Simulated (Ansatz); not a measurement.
Starting cell, BN (wurtzite):

```
BN
1.0
    2.54397     0.00000     0.00000
   -1.27198     2.20314     0.00000
    0.00000     0.00000     4.20774
B N
2 2
Direct
  0.66667   0.33333   0.99990
  0.33333   0.66667   0.49990
  0.66667   0.33333   0.62530
  0.33333   0.66667   0.12530
```

Scan: atom 1 (B, nearest neighbour N at 1.561 Å; its periodic images, 2.5 Å or more away, move with it) is displaced along Cartesian [111], direction (0.577, 0.577, 0.577) in Cartesian axes, by s. The other atoms stay.

Method: r2SCAN (plane waves to 500 eV, PAW, scalar-relativistic; Ansatz, a quantum-chemistry and plane-wave program). k mesh 12×12×6 (Γ-centred), Fermi-Dirac smearing 0.05 eV. Energies are smeared free energies. Left out: 1 of 11 points, with atoms too close for the PAW data. BN was relaxed with its symmetry unable to fall. ΔE is measured from the undisplaced structure.

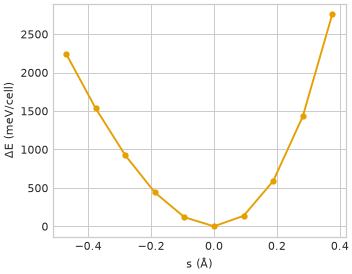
Figure. ΔE (meV/cell) against s (Å); computed points joined by lines.

Problem. Is the energy the same for displacements of ±0.376 Å, and if not, which side lies higher?

Solution. Not even: the positive side lies higher at ±0.376 Å.

Problem. What is the energy change at s = 0.376 Å?

Solution. About 2800 meV/cell.

(A displaced cell: forces are minus the slopes of the energy, force constants its curvatures, and phonons follow from these.)
